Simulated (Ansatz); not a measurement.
## A computed series for InAgTe2: response to strain

Consider InAgTe2 in the chalcopyrite structure (space group I-42d, No. 122; a = 6.432 Å, c = 12.766 Å). Axes: x, y, z lie along a, b, c of the conventional cell.

Strains are applied to the cell and any free atomic positions relax; under biaxial strain the out-of-plane vector relaxes too.

Level of theory: PBEsol in Ansatz (plane waves to 420 eV, PAW, scalar-relativistic without spin-orbit coupling).

Notes on the quantities. energy relative to the base: free energy F.

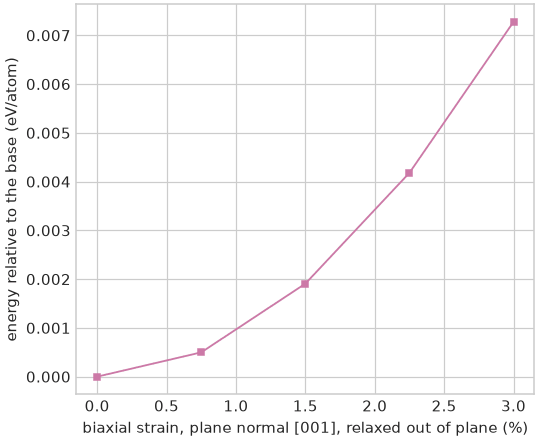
Fig. 1. Energy relative to the base against biaxial strain, plane normal [001], relaxed out of plane

Problem. From the plot, what is the energy relative to the base for biaxial strain +3.00 %, plane normal [001], relaxed out of plane?

Solution. About 0.0073 eV/atom.

Problem. Is the trend monotonic over the range shown?

Solution. Yes, it rises throughout, spanning 0 meV/atom to +7.3 meV/atom.

Stability against distortions was not tested. All final runs are without spin polarisation.

Ansatz is a program for electronic structure.
